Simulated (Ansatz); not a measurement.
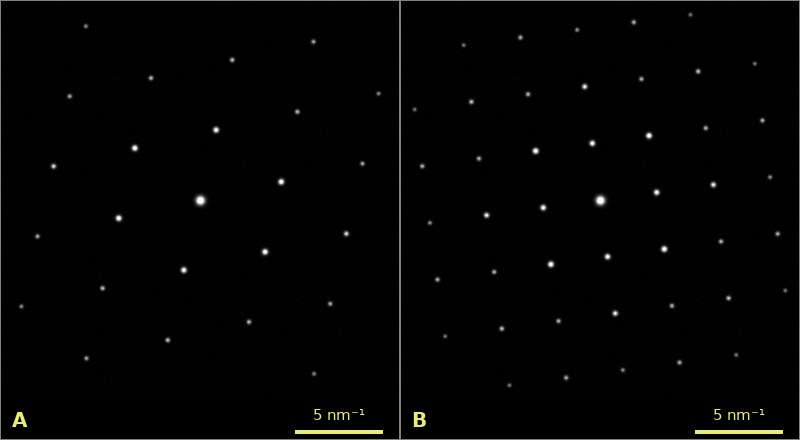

Kinematic electron diffraction patterns (200 kV, B = 0.5 Å², same scale, each along a low-index zone) of two structures of composition TaF, each relaxed at zero pressure with DFT PBE, scalar-relativistic, plane waves, PAW (Ansatz 0.2.0).

The structures (standard cells):
1. Pm-3m (No. 221), a = 3.040 Å, 2 atoms; generated start, possibly hypothetical
2. P-6m2 (No. 187), a = 2.793 Å, c = 4.144 Å (hexagonal axes), 2 atoms; generated start, possibly hypothetical

### Which pattern belongs to which structure, and along which zone?

A is structure 2 along [101] or an equivalent direction: centred rectangular net of 0 1 0 at d = 2.42 Å and 1 0 -1 at d = 2.09 Å, 64.4° apart. B is structure 1 along [001] or an equivalent direction: square net of 1 0 0 at d = 3.04 Å and 0 1 0 at d = 3.04 Å, 90.0° apart.

### Rank the structures by their computed energy.

Structure 2 (P-6m2, 14.00 Å³ an atom) is the lowest of these; structure 1 (Pm-3m, 14.05 Å³ an atom) lies about 520 meV an atom higher. These are static energies at 0 K; other structures, not shown, may lie lower still.
